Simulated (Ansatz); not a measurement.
# doublet [H2O3]+: levels of theory compared

Aim: a comparison of 6 runs (UB2PLYP/STO-3G, UBHLYP/STO-3G, USVWN5/STO-3G, UMP2/STO-3G, UCCSDT/STO-3G, UCCSD(T)/STO-3G) of doublet [H2O3]+. 

The results are computed with Ansatz 0.2.0.

29 further runs of the same task are left out: 1 that didn't finish, 28 set aside as unsound or not needed.

### Step 1. Starting point

[H2O3]+ has 5 atoms, charge +1, and is taken as a doublet. As SMILES of the parent species, `OOO`. Geometry: relaxed at GFN2-xTB. This is one conformer, not always the lowest. That shape belongs to the parent species and isn't relaxed for this state.

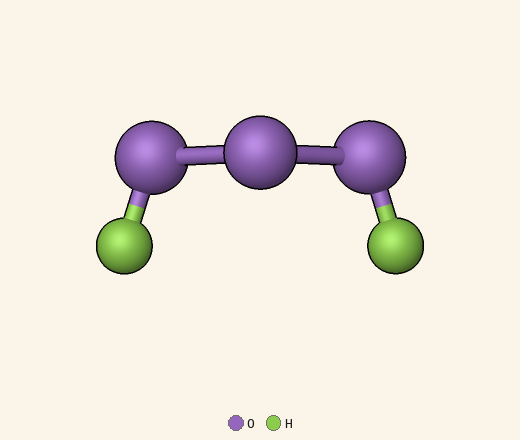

Viewed from a chosen angle; oxygen purple, hydrogen green.

### Step 2. A single-point energy at UB2PLYP/STO-3G (run 1)

The input, input.yaml:

```yaml
crystal:
  periodic: [false, false, false]
  atoms:
    - {symbol: O, position_ang: [-0.984020, -0.692710, -0.137760]}
    - {symbol: O, position_ang: [-0.127030, -0.049090, 0.747210]}
    - {symbol: O, position_ang: [1.176430, -0.056790, 0.262120]}
    - {symbol: H, position_ang: [-1.378730, -0.001520, -0.695970]}
    - {symbol: H, position_ang: [1.313340, 0.800110, -0.175600]}
basis:
  gaussian:
    orbitals: STO-3G
total_charge: 1
magnetization:
  spin_polarized: true
  initial_magnetization: 1
hamiltonian:
  xc: {name: B2PLYP}
correlation:
  frozen_orbitals: {H: 0, O: 1}
accuracy: high
```

The run is started by

```sh
$ ansatz run input.yaml --threads 1 --pin off --max-ram 2610MiB --events-out events.jsonl --progress --plain --runs-dir runs
```

The program printed:

```text
Warning: RAYON_NUM_THREADS=1 ignored (pool sized by the plan → 1); use --threads N
Functional definition: B2PLYP
  name "B2PLYP"
  parameter a = 0.53
  parameter c = 0.27
  exchange = (1 - a)*b88_x + a*exact_x
  correlation = (1 - c)*lyp_c + c*(mp2_os + mp2_ss)
297 factors; integrals over basis functions are off by at most 2.6e-8 eV
mean field evaluation 1: about -6063.9572 eV, gradient 2.0e1 eV
mean field evaluation 2: about -6064.0250 eV, gradient 2.0e1 eV
mean field evaluation 4: about -6066.3549 eV, gradient 2.3e0 eV
mean field evaluation 8: about -6066.4385 eV, gradient 1.1e-1 eV
mean field evaluation 16: about -6066.4397 eV, gradient 2.4e-3 eV
mean field evaluation 32: about -6066.4397 eV, gradient 3.0e-7 eV
mean field -6066.43970555 eV, -222.9375471984 hartree, gradient 9.3e-8 eV, S^2 0.753910; 2 other end points of the search recorded, 0 dependent functions left out
3 core orbitals not correlated: weight in the atoms' cores, before any rotation towards them, 1.000 or more for the frozen orbitals, at most 0.000 for the correlated occupied ones
reference -6066.43972009 eV, -222.9375477327 hartree; 10, 9 occupied and 4, 5 virtual orbitals, 297 factors
second order -5.24434473 eV of doubles, -0.00000000 eV of singles
Total energy: -6067.85569317 eV, -222.9895837835 hartree
```

It took 3.9 s on 1 thread of Intel Xeon Platinum 8259CL at 2.50GHz (Skylake/Cascade Lake), shared host; peak memory 0.14 GiB.

### Step 3. A single-point energy at UBHLYP/STO-3G (run 2)

The input, molecule.yaml:

```yaml
crystal:
  periodic: [false, false, false]
  atoms:
    - {symbol: O, position_ang: [-0.984020, -0.692710, -0.137760]}
    - {symbol: O, position_ang: [-0.127030, -0.049090, 0.747210]}
    - {symbol: O, position_ang: [1.176430, -0.056790, 0.262120]}
    - {symbol: H, position_ang: [-1.378730, -0.001520, -0.695970]}
    - {symbol: H, position_ang: [1.313340, 0.800110, -0.175600]}
basis:
  gaussian:
    orbitals: STO-3G
total_charge: 1
magnetization:
  spin_polarized: true
  initial_magnetization: 1
hamiltonian:
  xc: {name: BHLYP}
accuracy: high
```

The run is started by

```sh
$ ansatz run molecule.yaml --threads 1 --pin off --max-ram 2610MiB --events-out events.jsonl --progress --plain --runs-dir runs
```

The program printed:

```text
Warning: RAYON_NUM_THREADS=1 ignored (pool sized by the plan → 1); use --threads N
Functional definition: BHLYP
  name "BHLYP"
  parameter a = 0.5
[... 1 set-up line as earlier in the session ...]
  correlation = lyp_c
297 factors; integrals over basis functions are off by at most 2.6e-8 eV
mean field evaluation 1: about -6070.5601 eV, gradient 2.0e1 eV
mean field evaluation 2: about -6070.1777 eV, gradient 2.2e1 eV
mean field evaluation 4: about -6072.9059 eV, gradient 7.1e-1 eV
mean field evaluation 8: about -6073.0117 eV, gradient 8.7e-2 eV
mean field evaluation 16: about -6073.0131 eV, gradient 2.2e-3 eV
mean field evaluation 32: about -6073.0131 eV, gradient 8.6e-8 eV
mean field -6073.01311655 eV, -223.1791155970 hartree, gradient 8.6e-8 eV, S^2 0.753981; 2 other end points of the search recorded, 0 dependent functions left out
reference -6073.01313204 eV, -223.1791161662 hartree; 13, 12 occupied and 4, 5 virtual orbitals, 297 factors
Total energy: -6073.01313204 eV, -223.1791161662 hartree
```

It took 4.2 s on 1 thread of Intel Xeon Platinum 8259CL at 2.50GHz (Skylake/Cascade Lake), shared host; peak memory 0.14 GiB.

Runs 3 to 5 aren't shown in full; the table further down has their settings and results.

### Step 4. The energy at UCCSD(T)/STO-3G (run 6)

The input, run.yaml:

```yaml
basis:
  gaussian: {orbitals: STO-3G}
crystal:
  periodic: [false, false, false]
  atoms:
    - {symbol: O, position_ang: [-0.984020, -0.692710, -0.137760]}
    - {symbol: O, position_ang: [-0.127030, -0.049090, 0.747210]}
    - {symbol: O, position_ang: [1.176430, -0.056790, 0.262120]}
    - {symbol: H, position_ang: [-1.378730, -0.001520, -0.695970]}
    - {symbol: H, position_ang: [1.313340, 0.800110, -0.175600]}
total_charge: 1
accuracy: high
magnetization: {spin_polarized: true, initial_magnetization: 1}
scf: {omitted_lower_state_checks: [cluster_reference, increment]}
correlation: {method: ccsd_t, frozen_orbitals: {H: 0, O: 1}}
```

The run is started by

```sh
$ ansatz run run.yaml --threads 1 --pin off --max-ram 2610MiB --events-out events.jsonl --progress --plain --runs-dir runs
```

The program printed:

```text
Warning: RAYON_NUM_THREADS=1 ignored (pool sized by the plan → 1); use --threads N
[... 13 lines left out ...]
3 core orbitals not correlated: weight in the atoms' cores, before any rotation towards them, 1.000 or more for the frozen orbitals, at most 0.000 for the correlated occupied ones
[... 56 lines left out ...]
Total energy: -6053.06800367 eV, -222.4461462182 hartree
Checks for a lower state left out: cluster_reference, increment
```

It took 1.6 s on 1 thread of Intel Xeon Platinum 8259CL at 2.50GHz (Skylake/Cascade Lake), shared host.

### Step 5. All runs side by side

```csv
run,level,frozen core orbitals,energy (Eh),⟨S²⟩,wall time
1,UB2PLYP/STO-3G,3,-222.989584,0.754,3.9 s
2,UBHLYP/STO-3G,–,-223.179116,0.754,4.2 s
3,USVWN5/STO-3G,–,-221.654614,0.751,1.9 s
4,UMP2/STO-3G,3,-222.392940,0.777,0.45 s
5,UCCSDT/STO-3G,3,-222.447888,0.777,8.1 s
6,UCCSD(T)/STO-3G,3,-222.446146,0.777,1.6 s
```

### Step 6. Outcome

| quantity | value |
| --- | --- |
| run 6: total energy | -222.44615 Eh |
| run 6: correlation energy (3 core orbitals frozen) | -169.0 mEh |
| run 6: (T) correction | -3.56 mEh |
| run 6: ⟨S²⟩ of the reference determinant | 0.777 |
| run 6: T1 diagnostic | 0.050 |

**Reading.** Totals of different functionals can't be ranked against each other. In runs 1, 2, 3, 4, 5, 6 the basis is minimal, so the values are rough. All runs together took 20 s, the longest 8.1 s.
